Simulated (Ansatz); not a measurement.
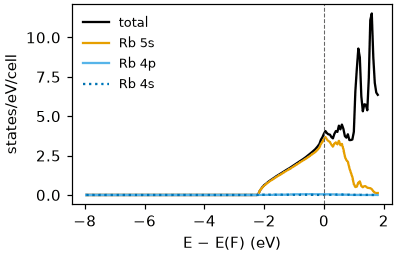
*Total and projected density of states of Rb (dhcp (α-La type), P6_3/mmc), DFT-LDA in the program Ansatz with PAW potentials*

### Question
Which orbitals carry the states next to the Fermi level?

### Answer
Within 0.5 eV of the Fermi level: Rb 5s 89 %, outside the projected shells 10 %. Projections are on Löwdin-orthogonalised atomic valence shells; empty p or d shells of many metals are not among them.

The workflow started from a Materials Project entry (that database holds measured and hypothetical structures alike); the Crystallography Open Database copy checked does not list it. It is not the phase usual at ambient conditions (space group No. 229). The cell was relaxed with LDA under the symmetry of its start; its stability against distortions is not shown here. Spin–orbit coupling is left out wherever it is not named.

Potentials: the later of the program's two PAW sets.
